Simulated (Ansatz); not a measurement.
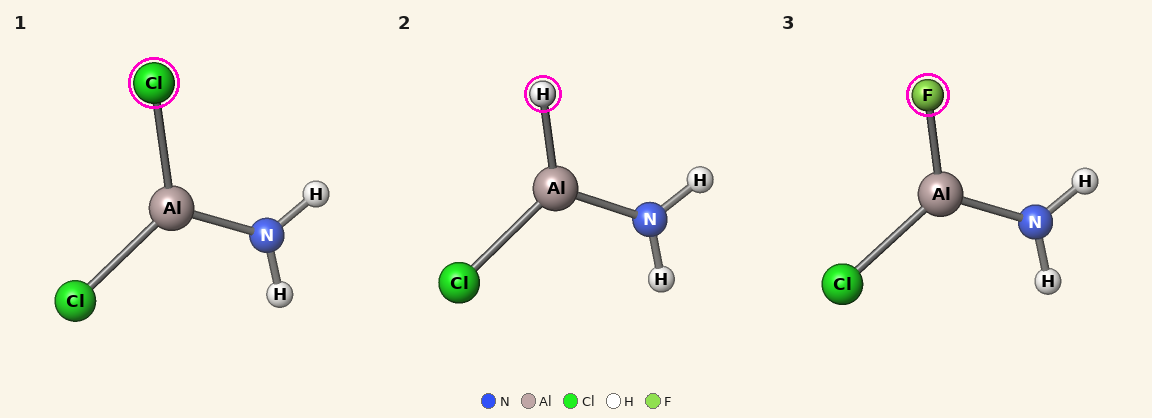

3 molecules with one skeleton, seen from the same side and at one scale; the atom that differs is circled. Each species is neutral and a spin singlet. Computed geometries: PBE0-D4/def2-TZVP optimisations, one conformation each. Properties computed with Ansatz 0.2.0.

One atom differs, called X below: Cl in panel 1, H in panel 2, F in panel 3. Their formulas are AlCl2H2N (`[NH2][Al]([Cl])[Cl]`), AlClH3N (`[NH2][AlH][Cl]`), AlClFH2N (`[NH2][Al]([F])[Cl]`).

> Rank them by the length of X–Al, lowest first (PBE0-D4/def2-TZVP).

2 (H), 3 (F), 1 (Cl).

> Rank them by the harmonic zero-point energy, lowest first (PBE0-D4/def2-TZVP).

1 (Cl), 3 (F), 2 (H).

Give the values. With PBE0-D4/def2-TZVP: length of X–Al (Å), angle N–Al–X (°), dipole moment (D), harmonic zero-point energy (kJ/mol). With revPBE-D4/def2-TZVPP: HOMO energy (Kohn–Sham orbital) (eV), HOMO–LUMO gap (eV).

```json
{"quantity": "length of X–Al (Å)", "1 (Cl)": "2.082", "2 (H)": "1.570", "3 (F)": "1.641"}
{"quantity": "angle N–Al–X (°)", "1 (Cl)": "120.1", "2 (H)": "121.8", "3 (F)": "119.8"}
{"quantity": "HOMO energy (Kohn–Sham orbital) (eV)", "1 (Cl)": "−6.53", "2 (H)": "−6.35", "3 (F)": "−6.51"}
{"quantity": "HOMO–LUMO gap (eV)", "1 (Cl)": "5.23", "2 (H)": "5.23", "3 (F)": "5.18"}
{"quantity": "dipole moment (D)", "1 (Cl)": "2.35", "2 (H)": "2.21", "3 (F)": "2.47"}
{"quantity": "harmonic zero-point energy (kJ/mol)", "1 (Cl)": "76.5", "2 (H)": "89.7", "3 (F)": "79.0"}
```
